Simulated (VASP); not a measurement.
Band structure of GeS (sg62). Level of theory: PBEsol GGA, VASP's PBE PAW potentials (set 64) (plane waves; VASP 6.6.1).

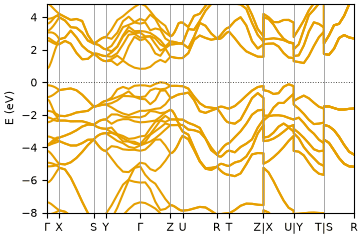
Bands along high-symmetry lines, zero at the valence-band maximum or, without a gap, the Fermi level

Task: Read the plot: is there a gap, and where are the band edges?

Result: The gap is indirect, 0.82 eV, from the valence maximum at Γ-Z at 0.67 to the conduction minimum at Γ. (Edges off the drawn lines would not show.)

Measured: gap 1.65 eV (computed value off by -0.83 eV), as given by M. J. van Setten et al., Physical Review B (2017), arXiv:1709.07349.

The compound is GeS in the sg62 structure. It was relaxed first.
